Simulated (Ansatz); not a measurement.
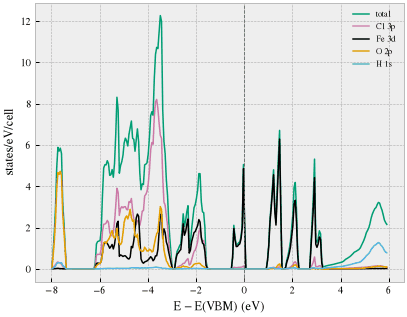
Fig. 1. Total and projected density of states of FeH4Cl2O2 in space group C2/m (No. 12; Fe on 2a, H on 8j, Cl on 4i, O on 4g), DFT-r²SCAN+D4 in the program Ansatz with PAW potentials

### Question
Which orbitals carry the states next to the gap?

### Answer
Top 1 eV of the valence band: Fe 3d 94 %. Bottom 1 eV of the conduction band: Fe 3d 93 %. Projections are on Löwdin-orthogonalised atomic valence shells; empty p or d shells of many metals are not among them.

### Question
Where is the tallest occupied peak in this window, and what makes it?

### Answer
Near -3.5 eV, about 12 states/eV per cell; the largest projected share is Cl 3p.

The workflow started from a Materials Project entry (that database holds measured and hypothetical structures alike); the Crystallography Open Database files this formula in space group No. 12, but the cells were not matched. Its standing as an ambient phase is unchecked. Symmetry was held in the r²SCAN+D4 relaxation; its stability against distortions is not shown here. Spin order of the final state: ferromagnetic, the only order run, not a proven ground state. The cell computed holds one magnetic atom, so no antiferromagnetic order was within reach. Other orbital occupations within this spin state were not tried. No Hubbard U is applied.

Potentials: the later of the program's two PAW sets.
